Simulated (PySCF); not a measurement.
# doublet [CH9GaSi2]+ at 6 levels

Wanted: a comparison of 6 runs (UHF/3-21G, U-wB97X/6-31G*, UB3LYP/6-31G*, RPA@PBE/6-31G*, USCS-MP2/6-31G*, UCCSD(T)/6-31G*) of doublet [CH9GaSi2]+. 

The calculation is run with PySCF 2.14.0.

### 1 The structure to begin with

[CH9GaSi2]+ has 13 atoms, charge +1, and is taken as a doublet. SMILES of the parent species: `[CH3][Ga]([SiH3])[SiH3]`. The shape is that of a PBE0-D4/def2-TZVP optimisation. That shape belongs to the parent species and isn't relaxed for this state.

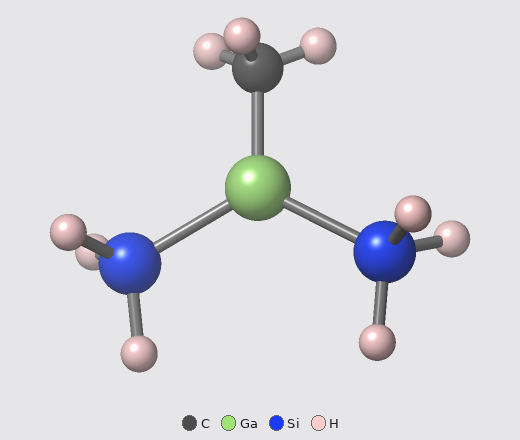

The structure, seen from a chosen angle (carbon dark grey, gallium green, silicon blue, hydrogen pink).

### 2 A single-point energy at UHF/3-21G (run 1)

Input file calc.py:

```python
from pyscf import gto

molecule = gto.M(
    atom='''
C       -0.039000       1.756100      -1.157200
Ga      -0.035100       0.115300      -0.056600
Si       0.914300       0.208800       2.171200
Si      -0.902300      -1.932700      -1.019500
H       -0.844200       1.754500      -1.893200
H       -0.107600       2.658000      -0.547000
H        0.908800       1.800300      -1.704800
H        0.787900      -1.069200       2.924600
H        0.267600       1.280300       2.983500
H        2.367400       0.540800       2.091200
H       -2.318500      -1.751700      -1.453700
H       -0.860000      -3.093800      -0.088400
H       -0.118900      -2.301700      -2.235100
''',
    basis='3-21g',
    charge=1,
    spin=1,
    max_memory=1860,
    verbose=4,
)

mf = molecule.UHF()
mf.conv_tol = 1e-10
mf.kernel()
if not mf.converged:
    mf = mf.newton().run(mf.mo_coeff, mf.mo_occ)

e_tot = mf.e_tot
print('Final energy', e_tot)
```

Run with:

```sh
$ OMP_NUM_THREADS=1 python calc.py
```

The program printed:

```text
PySCF version 2.14.0

[... 101 lines left out ...]
converged SCF energy = -2531.18541989968  <S^2> = 0.78241856  2S+1 = 2.03216
Final energy -2531.1854198996803
```

Run time: 1.5 s. Hardware: 1 thread of Arm Neoverse V2, shared host; peak memory 0.15 GiB.

### 3 The energy at U-wB97X/6-31G(d) (spherical functions) (run 2)

Input file input.py:

```python
from pyscf import gto, dft

mol = gto.M(
    atom='''
C     -0.073699     3.318548    -2.186791
Ga    -0.066329     0.217885    -0.106958
Si     1.727777     0.394575     4.102973
Si    -1.705100    -3.652274    -1.926576
H     -1.595307     3.315524    -3.577629
H     -0.203335     5.022892    -1.033680
H      1.717383     3.402074    -3.221605
H      1.488915    -2.020495     5.526693
H      0.505691     2.419416     5.637998
H      4.473738     1.021964     3.951795
H     -4.381330    -3.310233    -2.747095
H     -1.625164    -5.846435    -0.167052
H     -0.224688    -4.349583    -4.223727
''',
    verbose=3,
    basis='6-31g*',
    spin=1,
    charge=1,
    max_memory=1860,
    unit='bohr',
)

myscf = dft.UKS(mol)
myscf.xc = 'wb97x'
myscf.conv_tol = 1e-10
myscf.grids.level = 5
myscf.kernel()
if not myscf.converged:
    myscf = myscf.newton().run(myscf.mo_coeff, myscf.mo_occ)

e_tot = myscf.e_tot
print('E(%s) = %.9f' % ('WB97X', e_tot))
```

Run with:

```sh
$ OMP_NUM_THREADS=1 python input.py
```

The program printed:

```text
WARN: HOMO -0.246741599956947 >= LUMO -0.246741599956945

converged SCF energy = -2546.73076293658  <S^2> = 0.76488746  2S+1 = 2.0148325
E(WB97X) = -2546.730762937
```

Wall time 2 min (1 thread of Arm Neoverse V2, shared host); peak memory 0.57 GiB.

### 4 The energy at UB3LYP/6-31G(d) (spherical functions) (run 3)

Input file input.py:

```python
from pyscf import gto, dft

mol = gto.Mole()
mol.atom = '''
C   -0.039000   1.756100  -1.157200
Ga  -0.035100   0.115300  -0.056600
Si   0.914300   0.208800   2.171200
Si  -0.902300  -1.932700  -1.019500
H   -0.844200   1.754500  -1.893200
H   -0.107600   2.658000  -0.547000
H    0.908800   1.800300  -1.704800
H    0.787900  -1.069200   2.924600
H    0.267600   1.280300   2.983500
H    2.367400   0.540800   2.091200
H   -2.318500  -1.751700  -1.453700
H   -0.860000  -3.093800  -0.088400
H   -0.118900  -2.301700  -2.235100
'''
mol.basis = '6-31g*'
mol.spin = 1
mol.charge = 1
mol.verbose = 3
mol.max_memory = 1860
mol.build()

ks = dft.UKS(mol, xc='b3lyp')
ks.grids.level = 5
ks.conv_tol = 1e-10
ks.kernel()
if not ks.converged:
    ks = ks.newton().run(ks.mo_coeff, ks.mo_occ)

e_final = ks.e_tot
print('E(%s) = %.9f' % ('B3LYP', e_final))
```

Run with:

```sh
$ OMP_NUM_THREADS=1 python input.py
```

The program printed:

```text
converged SCF energy = -2546.80641852302  <S^2> = 0.7557475  2S+1 = 2.0057393
E(B3LYP) = -2546.806418523
```

Wall time 87 s (1 thread of Arm Neoverse V2, shared host); peak memory 0.56 GiB.

Runs 4 to 5 aren't shown in full; the table further down has their settings and results.

### 5 The energy at UCCSD(T)/6-31G(d) (spherical functions) (run 6)

Input file job.py:

```python
from pyscf import gto, scf, cc

molecule = gto.M(
    atom='''
C       -0.039000       1.756100      -1.157200
Ga      -0.035100       0.115300      -0.056600
Si       0.914300       0.208800       2.171200
Si      -0.902300      -1.932700      -1.019500
H       -0.844200       1.754500      -1.893200
H       -0.107600       2.658000      -0.547000
H        0.908800       1.800300      -1.704800
H        0.787900      -1.069200       2.924600
H        0.267600       1.280300       2.983500
H        2.367400       0.540800       2.091200
H       -2.318500      -1.751700      -1.453700
H       -0.860000      -3.093800      -0.088400
H       -0.118900      -2.301700      -2.235100
''',
    charge=1,
    max_memory=1860,
    verbose=3,
    spin=1,
    basis='6-31g*',
)

mf = scf.UHF(molecule)
mf.conv_tol = 1e-10
mf.kernel()
if not mf.converged:
    mf = mf.newton().run(mf.mo_coeff, mf.mo_occ)

mycc = cc.CCSD(mf, frozen=20)
mycc.kernel()
e_t = mycc.ccsd_t()
etot = mycc.e_tot + e_t
print('E = %.10f Eh' % etot)
```

Run with:

```sh
$ OMP_NUM_THREADS=1 python job.py
```

The program printed:

```text
converged SCF energy = -2543.58402019071  <S^2> = 0.79227517  2S+1 = 2.0418376
E(UCCSD) = -2544.148061926645  E_corr = -0.5640417359318843
UCCSD(T) correction = -0.0152416431274085
E = -2544.1633035698 Eh
```

It took 5.9 min on 1 thread of Arm Neoverse V2, shared host; peak memory 1.8 GiB.

### 6 Overview of the runs

```csv
run,level,integration grid,frozen core orbitals,energy (Eh),HOMO energy (eV),LUMO energy (eV),⟨S²⟩,wall time
1,UHF/3-21G,–,–,-2531.185420,-14.85,-7.68,0.782,1.5 s
2,U-wB97X/6-31G* (spherical functions),5,–,-2546.730763,-14.60,-8.68,0.765,2 min
3,UB3LYP/6-31G* (spherical functions),5,–,-2546.806419,-12.25,-10.71,0.756,87 s
4,RPA@PBE/6-31G* (spherical functions),5,20,-2544.410449,-11.42,-11.14,0.753,83 s
5,USCS-MP2/6-31G* (spherical functions),–,20,-2544.089873,-14.81,-7.26,0.792,6.3 s
6,UCCSD(T)/6-31G* (spherical functions),–,20,-2544.163304,-14.81,-7.26,0.792,5.9 min
```

### 7 Outcome

| quantity | value |
| --- | --- |
| run 6: total energy | -2544.16330 Eh |
| run 6: HOMO energy (Hartree–Fock orbitals) (highest over α and β) | -14.81 eV |
| run 6: LUMO energy (Hartree–Fock orbitals) (lowest over α and β) | -7.26 eV |
| run 6: correlation energy (20 core orbitals frozen) | -579.3 mEh |
| run 6: (T) correction | -15.24 mEh |
| run 6: ⟨S²⟩ | 0.792 |
| run 6: T1 diagnostic | 0.016 |

**Reading.** Totals of different functionals can't be ranked against each other. All runs together took 11 min, the longest 5.9 min.
